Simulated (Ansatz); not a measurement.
## Frequency calculation, with input and output: Si₂NH₆

Si₂NH₆, multiplicity 2, SMILES N[SiH][SiH3], computed with HF/3-21G, UHF (Ansatz 0.2.0).

The geometry was optimised with HF/3-21G. Figures and captions count atoms from 1; the log counts them from 0 in places.

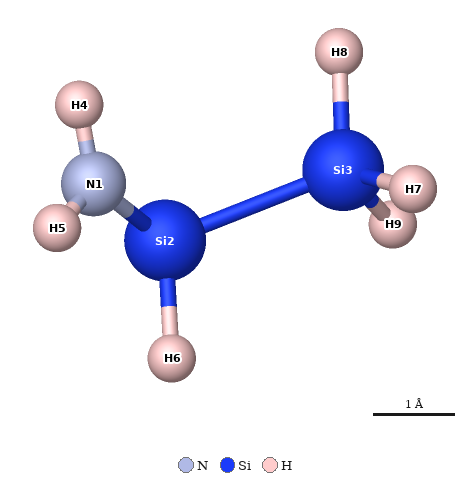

Figure 1. The input geometry (ball-and-stick view, seen at a tilt; atoms are numbered from 1 in the order of the input).

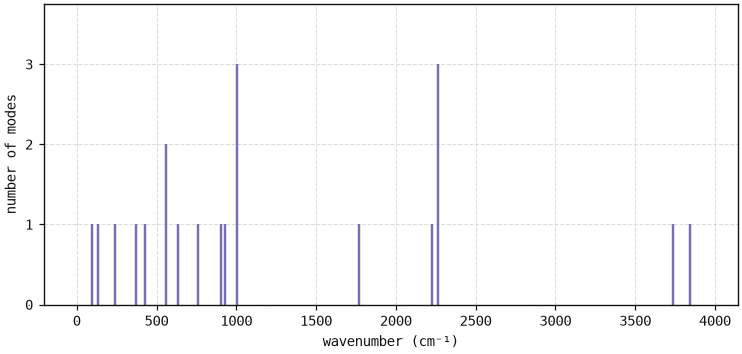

Figure 2. Harmonic vibrational wavenumbers from the force constants; neighbouring modes closer than 17 cm⁻¹ are counted in one stick. 21 modes from 93 to 3843 cm⁻¹, none imaginary.

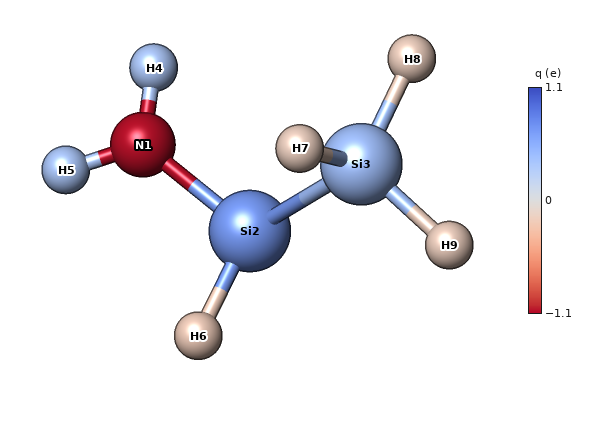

Figure 3. Mulliken charges, as the colour of each atom (ball-and-stick view, seen at a tilt; atoms are numbered from 1 in the order of the input; Mulliken charges depend strongly on the basis). By element: N −1.07, Si +0.41 to +0.67 and H −0.20 to +0.34 e.

The input and output of the run follow.

The input
```yaml
crystal:
  periodic: [false, false, false]
  atoms:
    - {symbol: "N", position_ang: [-0.916849, 0.900057, -1.408646]}
    - {symbol: Si, position_ang: [-0.489116, 0.878459, 0.285312]}
    - {symbol: Si, position_ang: [0.638920, -1.113951, 0.987084]}
    - {symbol: H, position_ang: [-1.489949, 0.203144, -1.839630]}
    - {symbol: H, position_ang: [-0.684257, 1.658879, -2.017934]}
    - {symbol: H, position_ang: [0.409363, 2.054572, 0.496904]}
    - {symbol: H, position_ang: [1.932341, -1.326099, 0.275611]}
    - {symbol: H, position_ang: [-0.225019, -2.305699, 0.758701]}
    - {symbol: H, position_ang: [0.913066, -0.995463, 2.445498]}
basis:
  gaussian:
    orbitals: 3-21G.json
magnetization:
  spin_polarized: true
  initial_magnetization: 1
hamiltonian:
  xc: hf
phonons:
  temperatures: {t_min: 298.15, t_max: 298.15, t_step: 1}
```

Launch command:
```bash
ansatz run run.yaml --threads 1 --pin off --max-ram 3480MiB --events-out events.jsonl --progress --plain --runs-dir runs
```

The program's output
```
Functional definition: HF
  name "HF"
  exchange = exact_x
  correlation = 0
575 factors; integrals over basis functions are off by at most 3.0e-4 eV
mean field evaluation 1: about -17206.8603 eV, gradient 1.7e1 eV
mean field evaluation 2: about -17206.8619 eV, gradient 1.7e1 eV
mean field evaluation 4: about -17208.3620 eV, gradient 1.7e0 eV
mean field evaluation 8: about -17208.4010 eV, gradient 5.1e-4 eV
mean field -17208.40094487 eV, -632.3970704509 hartree, gradient 2.0e-5 eV, S^2 0.755977; 0 other end points of the search recorded, 0 dependent functions left out
the calculation of the forces begins
reference -17208.40094487 eV, -632.3970704509 hartree; 21, 20 occupied and 26, 27 virtual orbitals, 575 factors
these checks for a lower state are left out or cut short: stability, starts, cluster_reference, orbital_swaps, neighbouring_geometries, increment
575 factors; integrals over basis functions are off by at most 3.0e-4 eV
mean field evaluation 16: about -17208.4009 eV, gradient 5.5e-5 eV
mean field -17208.40086366 eV, -632.3970674664 hartree, gradient 2.4e-6 eV, S^2 0.755981; 0 other end points of the search recorded, 0 dependent functions left out
[... from here on the field's lines of each further geometry are left out, up to the last ...]
the calculation of the forces begins
reference -17208.40088924 eV, -632.3970684065 hartree; 21, 20 occupied and 26, 27 virtual orbitals, 575 factors
these checks for a lower state are left out or cut short: stability, starts, cluster_reference, orbital_swaps, neighbouring_geometries, increment
575 factors; integrals over basis functions are off by at most 3.0e-4 eV
mean field -17208.40088865 eV, -632.3970683849 hartree, gradient 2.4e-6 eV, S^2 0.755977; 0 other end points of the search recorded, 0 dependent functions left out
the calculation of the forces begins
reference -17208.40088865 eV, -632.3970683849 hartree; 21, 20 occupied and 26, 27 virtual orbitals, 575 factors
Total energy: -17208.40094487 eV, -632.3970704509 hartree
Atom 0 at    -0.916849     0.900057    -1.408646 Å, force    -0.000598     0.000052    -0.001895 eV/Å
Atom 1 at    -0.489116     0.878459     0.285312 Å, force    -0.000010    -0.000135     0.000943 eV/Å
Atom 2 at     0.638920    -1.113951     0.987084 Å, force    -0.000082    -0.000360     0.000287 eV/Å
Atom 3 at    -1.489949     0.203144    -1.839630 Å, force     0.000067    -0.000096     0.000176 eV/Å
Atom 4 at    -0.684257     1.658879    -2.017934 Å, force     0.000079     0.000071     0.000317 eV/Å
Atom 5 at     0.409363     2.054572     0.496904 Å, force     0.000299     0.000346     0.000094 eV/Å
Atom 6 at     1.932341    -1.326099     0.275611 Å, force    -0.000054     0.000041    -0.000017 eV/Å
Atom 7 at    -0.225019    -2.305699     0.758701 Å, force     0.000200     0.000318     0.000058 eV/Å
Atom 8 at     0.913066    -0.995463     2.445498 Å, force     0.000100    -0.000237     0.000037 eV/Å
Dipole moment:    -0.174418     0.099027    -0.269982 e Å
Vibrations: 92.70 133.05 240.37 370.43 425.34 553.31 569.56 633.72 761.86 903.70 929.94 996.31 1007.57 1011.67 1770.77 2226.31 2251.21 2267.05 2274.32 3735.57 3842.65 cm⁻¹, zero-point energy 1.673626 eV
```

Key numbers

| quantity | value |
| --- | --- |
| outcome | converged |
| total energy | −632.397070 hartree |
| basis functions | 47 |
| largest force | 0.002 eV/Å |
| ⟨S²⟩ | 0.756 |
| zero-point energy | 0.061505 hartree |
| dipole moment | 1.62 D |
| wavenumbers, lowest and highest | 93 and 3843 cm⁻¹ |
| hardware | 1 thread of Arm Neoverse N1, 112 GiB of memory available, shared host |
| wall time | 39 s |
| peak memory | 0.1 GiB |
